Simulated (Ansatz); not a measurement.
**GaB+ (doublet): B2PLYP over vertical spin and charge gaps, def2-QZVPP**

Aim: run GaB+ (doublet) with these functionals over vertical spin and charge gaps, and hold them against the top wave-function level at the same points.

Program: Ansatz 0.2.0, Gaussian basis. Level of theory: def2-QZVPP, all electrons in the functionals, frozen cores in the correlation of double hybrids and RPA. These are calculated values, not measurements.

The runs, in order: B2PLYP, at charge 1, doublet; charge 0, singlet; charge 0, triplet; charge 1, quartet.

8 further runs of the same task are left out: 8 set aside as unsound or not needed.

## (1) The geometry

The geometry is a PBE0/def2-TZVP stationary point (not a proven minimum). No spin-orbit coupling is included. The filled d shell of Ga may be among the frozen orbitals whatever the setting's name suggests; the logs give the count.

2 atoms, charge 1, spin multiplicity 2.

Atoms are counted from 1 here; the program's logs count them from 0.

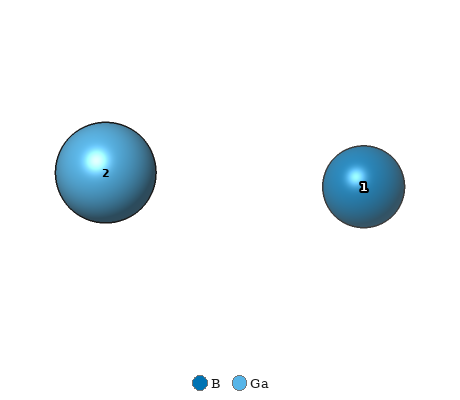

The geometry (colours as in the key); atoms are numbered from 1 in the order of the file.

Geometry (Å):

```xyz
2
charge 1, multiplicity 2
B     0.00000    0.00000    0.00000
Ga    0.00000    0.00000    2.77280
```

No dispersion term is added.

The geometry shown and the zero of energy belong to the point charge 1, doublet. The yardstick, RCCSD(T), and other wave-function levels (R restricted, U unrestricted, valence and pair active spaces) come from earlier runs.

## (2) B2PLYP, charge 1, doublet

in.yaml reads:

```yaml
crystal:
  periodic: [false, false, false]
  atoms:
    - {symbol: B, position_ang: [0.000000, 0.000000, 0.000000]}
    - {symbol: Ga, position_ang: [0.000000, 0.000000, 2.772800]}
basis:
  gaussian: {orbitals: "def2-QZVPP.json"}
total_charge: 1
magnetization: {spin_polarized: true, initial_magnetization: 1}
hamiltonian: {xc: {name: B2PLYP}}
correlation: {electrons: outside_noble_gas}
```

Run with:

```sh
$ ansatz run in.yaml --threads 1 --pin off --events-out ev --progress --plain --max-ram 2393MiB
```

The log of the run:

```text
Functional definition: B2PLYP
  name "B2PLYP"
  cite "Grimme, J. Chem. Phys. 124, 034108 (2006) doi:10.1063/1.2148954"
  cite "Becke, Phys. Rev. A 38, 3098 (1988) doi:10.1103/PhysRevA.38.3098"
  cite "Lee, Yang & Parr, Phys. Rev. B 37, 785 (1988) doi:10.1103/PhysRevB.37.785"
  parameter a = 0.53
  parameter c = 0.27
  exchange = (1 - a)*b88_x + a*exact_x
  correlation = (1 - c)*lyp_c + c*(mp2_os + mp2_ss)
952 factors; integrals over basis functions are off by at most 1.4e-3 eV
mean field evaluation 1: about -53030.6328 eV, gradient 7.3e0 eV
mean field evaluation 2: about -53030.6440 eV, gradient 7.3e0 eV
mean field evaluation 4: about -53031.1264 eV, gradient 9.0e-1 eV
mean field evaluation 8: about -53031.1410 eV, gradient 2.5e-1 eV
mean field evaluation 16: about -53031.1424 eV, gradient 5.1e-4 eV
mean field evaluation 32: about -53031.1422 eV, gradient 7.1e-2 eV
mean field -53031.14236094 eV, -1948.8585359651 hartree, gradient 1.3e-6 eV, S^2 0.765588; 4 other end points of the search recorded, 0 dependent functions left out
15 core orbitals not correlated: weight in the atoms' cores, before any rotation towards them, 1.000 or more for the frozen orbitals, at most 0.000 for the correlated occupied ones
reference -53031.14249470 eV, -1948.8585408808 hartree; 3, 2 occupied and 128, 129 virtual orbitals, 952 factors
second order -2.82271113 eV of doubles, -0.00000000 eV of singles
Total energy: -53031.90462671 eV, -1948.8865487154 hartree
```

Run time: 25 s. Hardware: 1 thread of Arm Neoverse N1, shared host; peak memory 0.3 GiB.

From the report: ⟨S²⟩ of the determinant 0.766 (pure doublet: 0.75).

## (3) B2PLYP, charge 0, singlet

Edit in.yaml of step 2 so:

```diff
@@ -7,4 +7,3 @@
   gaussian: {orbitals: "def2-QZVPP.json"}
-total_charge: 1
-magnetization: {spin_polarized: true, initial_magnetization: 1}
+magnetization: {spin_polarized: true, initial_magnetization: 0}
 hamiltonian: {xc: {name: B2PLYP}}
```

The command is unchanged.

The log of the run, cut to the lines that bear on the results:

```text
Functional definition: B2PLYP
  name "B2PLYP"
  cite "Grimme, J. Chem. Phys. 124, 034108 (2006) doi:10.1063/1.2148954"
  cite "Becke, Phys. Rev. A 38, 3098 (1988) doi:10.1103/PhysRevA.38.3098"
  cite "Lee, Yang & Parr, Phys. Rev. B 37, 785 (1988) doi:10.1103/PhysRevB.37.785"
[...]
952 factors; integrals over basis functions are off by at most 1.4e-3 eV
[...]
mean field -53037.22286917 eV, -1949.0819905212 hartree, gradient 7.5e-6 eV, S^2 0.946628; 11 other end points of the search recorded, 0 dependent functions left out
15 core orbitals not correlated: weight in the atoms' cores, before any rotation towards them, 1.000 or more for the frozen orbitals, at most 0.000 for the correlated occupied ones
reference -53037.22299025 eV, -1949.0819949706 hartree; 3, 3 occupied and 128, 128 virtual orbitals, 952 factors
second order -3.61382106 eV of doubles, -0.00000000 eV of singles
Total energy: -53038.19872193 eV, -1949.1178524486 hartree
```

It took 52 s on 1 thread of Arm Neoverse N1, shared host; peak memory 0.34 GiB.

From the report: ⟨S²⟩ of the determinant 0.947 (pure singlet: 0.00). The determinant is far from a pure spin state, so its energy mixes those of several spin states (harmless only where they are near-degenerate, as at dissociation).

From charge 1, doublet: -145.1 kcal/mol.

## (4) B2PLYP, charge 0, triplet

Edit in.yaml of step 3 so:

```diff
@@ -7,3 +7,3 @@
   gaussian: {orbitals: "def2-QZVPP.json"}
-magnetization: {spin_polarized: true, initial_magnetization: 0}
+magnetization: {spin_polarized: true, initial_magnetization: 2}
 hamiltonian: {xc: {name: B2PLYP}}
```

Launched as before.

The log of the run, cut to the lines that bear on the results:

```text
Functional definition: B2PLYP
  name "B2PLYP"
  cite "Grimme, J. Chem. Phys. 124, 034108 (2006) doi:10.1063/1.2148954"
  cite "Becke, Phys. Rev. A 38, 3098 (1988) doi:10.1103/PhysRevA.38.3098"
  cite "Lee, Yang & Parr, Phys. Rev. B 37, 785 (1988) doi:10.1103/PhysRevB.37.785"
[...]
952 factors; integrals over basis functions are off by at most 1.4e-3 eV
[...]
mean field -53037.26339454 eV, -1949.0834798011 hartree, gradient 6.0e-6 eV, S^2 2.014224; 6 other end points of the search recorded, 0 dependent functions left out
15 core orbitals not correlated: weight in the atoms' cores, before any rotation towards them, 1.000 or more for the frozen orbitals, at most 0.000 for the correlated occupied ones
reference -53037.26351534 eV, -1949.0834842403 hartree; 4, 2 occupied and 127, 129 virtual orbitals, 952 factors
second order -3.74912468 eV of doubles, -0.00000000 eV of singles
Total energy: -53038.27577900 eV, -1949.1206842438 hartree
```

Wall time 27 s (1 thread of Arm Neoverse N1, shared host); peak memory 0.3 GiB.

From the report: ⟨S²⟩ of the determinant 2.014 (pure triplet: 2.00).

From charge 1, doublet: -146.9 kcal/mol.

## (5) B2PLYP, charge 1, quartet

Edit in.yaml of step 4 so:

```diff
@@ -7,3 +7,4 @@
   gaussian: {orbitals: "def2-QZVPP.json"}
-magnetization: {spin_polarized: true, initial_magnetization: 2}
+total_charge: 1
+magnetization: {spin_polarized: true, initial_magnetization: 3}
 hamiltonian: {xc: {name: B2PLYP}}
```

Launched as before.

The log of the run, cut to the lines that bear on the results:

```text
Functional definition: B2PLYP
  name "B2PLYP"
  cite "Grimme, J. Chem. Phys. 124, 034108 (2006) doi:10.1063/1.2148954"
  cite "Becke, Phys. Rev. A 38, 3098 (1988) doi:10.1103/PhysRevA.38.3098"
  cite "Lee, Yang & Parr, Phys. Rev. B 37, 785 (1988) doi:10.1103/PhysRevB.37.785"
[...]
952 factors; integrals over basis functions are off by at most 1.4e-3 eV
[...]
mean field -53027.94537956 eV, -1948.7410490664 hartree, gradient 6.3e-6 eV, S^2 3.768636; 4 other end points of the search recorded, 0 dependent functions left out
15 core orbitals not correlated: weight in the atoms' cores, before any rotation towards them, 1.000 or more for the frozen orbitals, at most 0.000 for the correlated occupied ones
reference -53027.94551498 eV, -1948.7410540432 hartree; 4, 1 occupied and 127, 130 virtual orbitals, 952 factors
second order -1.76426491 eV of doubles, -0.00000000 eV of singles
Total energy: -53028.42186651 eV, -1948.7585596389 hartree
```

Wall time 27 s (1 thread of Arm Neoverse N1, shared host); peak memory 0.4 GiB.

From the report: ⟨S²⟩ of the determinant 3.769 (pure quartet: 3.75).

From charge 1, doublet: +80.3 kcal/mol.

## (6) The comparison

No level is safe as a reference over these points; RCCSD(T) serves as a yardstick only. It comes from earlier runs at the same points. Energies in kcal/mol, counted from charge 1, doublet; blanks weren't run or aren't comparable.

```csv
level,adding an electron (singlet),adding an electron (triplet),doublet to quartet
RCCSD(T),-142.9,-147.0,79.7
B2PLYP,-145.1,-146.9,80.3
```

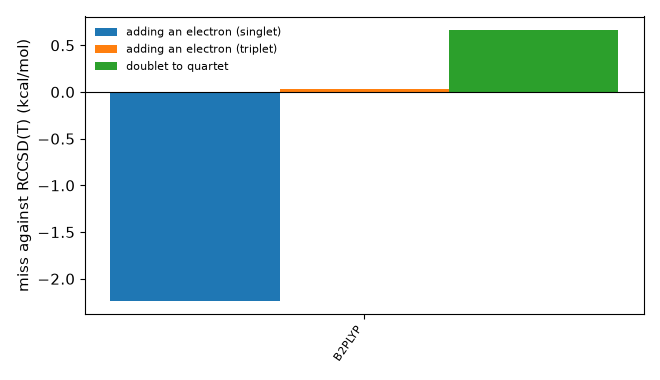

Misses of the gaps against RCCSD(T).

Largest miss and mean time a point (RCCSD(T) took 3.1 min a point; shared hosts):

```csv
level,largest miss (kcal/mol),where,time a point
B2PLYP,-2.2,adding an electron (singlet),32 s
```

## (7) Results

| quantity | value |
| --- | --- |
| adding an electron (singlet), RCCSD(T) | -142.9 kcal/mol |
| adding an electron (triplet), RCCSD(T) | -147.0 kcal/mol |
| doublet to quartet, RCCSD(T) | 79.7 kcal/mol |
| largest miss, B2PLYP | -2.2 kcal/mol (adding an electron (singlet)) |

What this shows: B2PLYP strays by up to 2.2 kcal/mol, at adding an electron (singlet). B2PLYP clearly breaks the spin symmetry at some points (⟨S²⟩ up to 0.95 above the pure value), so energy there is bought with a mixed spin. Functionals and the yardstick converge differently with the basis, so part of each miss in def2-QZVPP is the basis. The yardstick itself may be off where one determinant is a poor start.
